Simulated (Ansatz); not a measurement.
## Electronic structure of C₂H₈N₂Zn in real space

```xyz
13

C     1.4283   -0.7268    1.2566
C    -0.1415    0.2286   -0.2761
N     0.7992    0.4687    0.7787
N     1.4031    3.8173    2.0100
Zn    1.1482    2.1170    1.4418
H     0.6988   -1.4618    1.6642
H     2.1473   -0.5119    2.0642
H     1.9918   -1.2622    0.4601
H     0.3263   -0.2481   -1.1661
H    -0.6074    1.1645   -0.6253
H    -0.9704   -0.4458    0.0347
H     1.1158    4.0536    2.9559
H     2.3117    4.2442    1.8508
```

Geometry: PBE0-D4/def2-SVP.

Method: isolated molecule in a Gaussian basis; Kohn-Sham density functional theory, functional PBE0 in Ansatz.

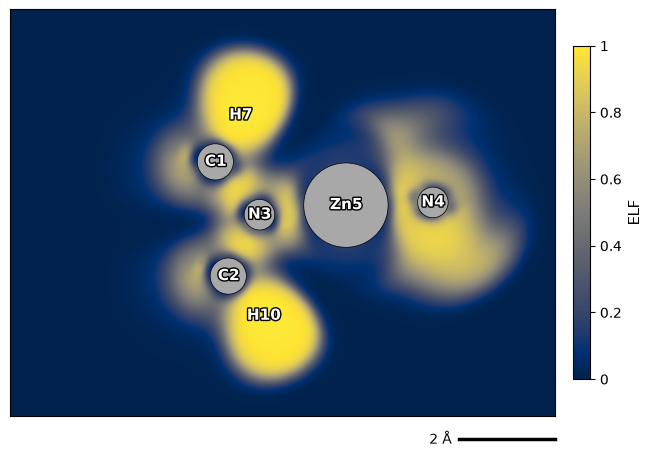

Figure 1. ELF on the plane of atoms N3, C1 and H7. Grey discs cover the atomic cores.

Question: What do the fields say about this system?

Answer: The section cuts through C, N, Zn and H sites. C–N (1.43 Å): the ELF peaks at about 0.95 between the atoms (localised, covalent bonding). Zn–N (1.81 Å): the ELF peaks at about 0.85 in the valence shell of N, 0.6 Å from its nucleus, and is about 0.30 at the midpoint. C–H (1.10 Å): the ELF climbs to about 1 towards the hydrogen, as it does in any bond to H: an ordinary covalent bond to hydrogen. The ELF also peaks beside N4, away from the bonds: lone-pair regions.

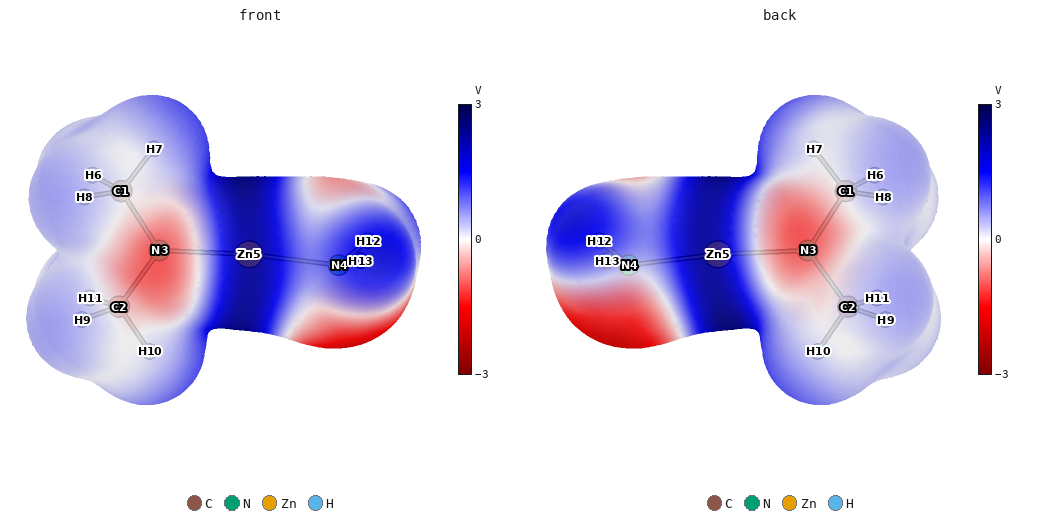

Figure 2. The molecular electrostatic potential painted on the density surface at 0.004 e/bohr³, seen from the front and from behind; the colour scale runs from red (negative) to blue (positive).

Question: Which sites attract a positive test charge, and which a negative one?

Answer: A positive charge is drawn to the negative regions and a negative charge to the positive ones. The most negative region (about −2.0 V) lies over N4, the most positive (about +2.6 V) over Zn5. N4 is the likeliest acceptor of a hydrogen bond.

Question: What dipole moment does the calculation give?

Answer: Its dipole moment is 0.89 D.

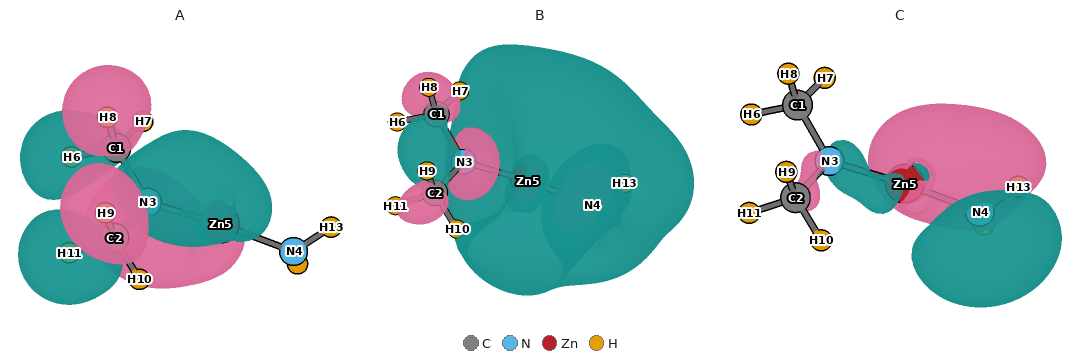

Figure 3. Three frontier orbitals at ±0.05 Å⁻³ᐟ² (teal and pink are the two phases), in no order.

Question: Order the three orbitals by energy and name them.

Answer: C is the HOMO−1 (−6.91 eV). Its weight (Hirshfeld) is mainly on N4 (about 75 %), Zn5 (about 15 %), H12 (about 5 %) and H13 (about 5 %); largely a lone pair of N4. A is the HOMO (−5.67 eV). By Hirshfeld shares it lies mainly on N3 (about 55 %), Zn5 (about 10 %), C2 (about 10 %) and C1 (about 10 %). B is the LUMO (−0.38 eV). By Hirshfeld shares it lies mainly on Zn5 (about 55 %), N4 (about 10 %), H12 (about 10 %) and H13 (about 10 %).

Question: What is the HOMO–LUMO gap?

Answer: 5.29 eV between the orbital energies.
